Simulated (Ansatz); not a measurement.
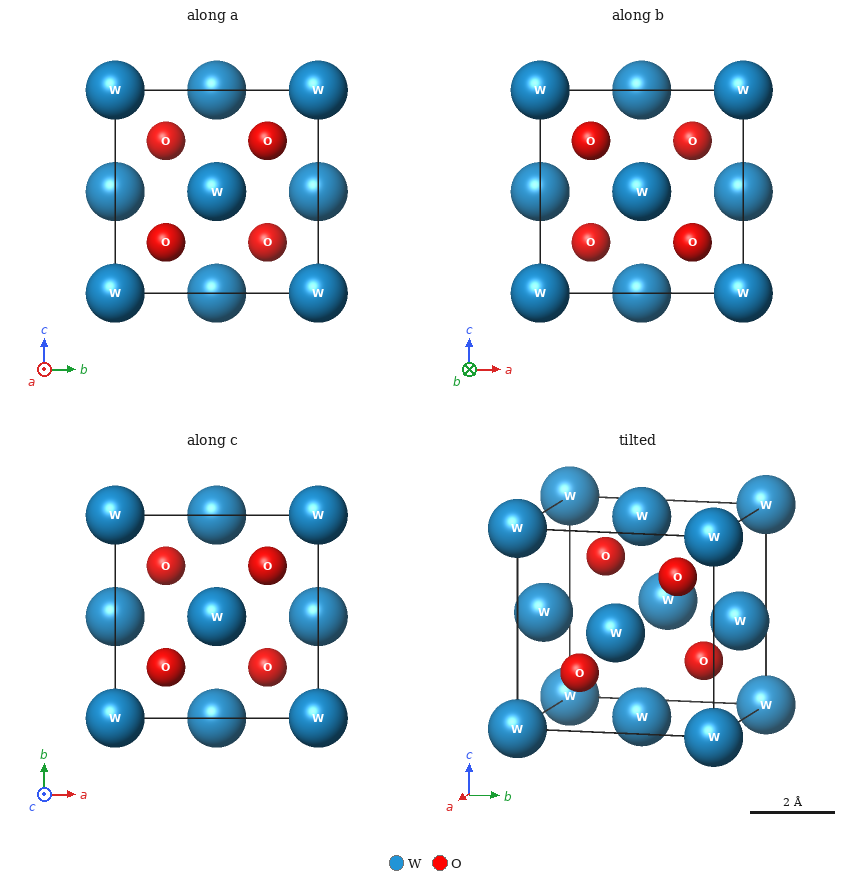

Crystal structure, spheres-only style, seen along the a axis, along the b axis, along the c axis and slightly off an axis. One conventional unit cell is framed, with atoms on its boundary repeated.

Lattice parameters: a = 4.8893 Å, b = 4.8893 Å, c = 4.8893 Å, α = 90.000°, β = 90.000°, γ = 90.000°.

Write down what is shown as a CIF in P1 with every atom of the cell.

```cif
data_structure
_symmetry_space_group_name_H-M 'P 1'
_symmetry_Int_Tables_number 1
_cell_length_a 4.8893
_cell_length_b 4.8893
_cell_length_c 4.8893
_cell_angle_alpha 90.000
_cell_angle_beta 90.000
_cell_angle_gamma 90.000
_cell_volume 116.88
loop_
_atom_site_label
_atom_site_type_symbol
_atom_site_fract_x
_atom_site_fract_y
_atom_site_fract_z
_atom_site_occupancy
W1 W 0.0000 0.0000 0.0000 1
O1 O 0.2500 0.2500 0.7500 1
W2 W 0.0000 0.5000 0.5000 1
O2 O 0.2500 0.7500 0.2500 1
W3 W 0.5000 0.0000 0.5000 1
O3 O 0.7500 0.2500 0.2500 1
W4 W 0.5000 0.5000 0.0000 1
O4 O 0.7500 0.7500 0.7500 1
```

It goes back to a structure type filled with these elements by a generator (whether the compound takes this form wasn't checked). Earlier steps of the study, as a rule a relaxation of our own, may have changed the cell and positions, so they can lie some per cent off the listed ones. It was run through Ansatz as a DFT input.

At this level of theory the run's own cell isn't at rest (stretched, at -7 GPa), so its distances can differ from those at equilibrium, the more so the softer the solid.
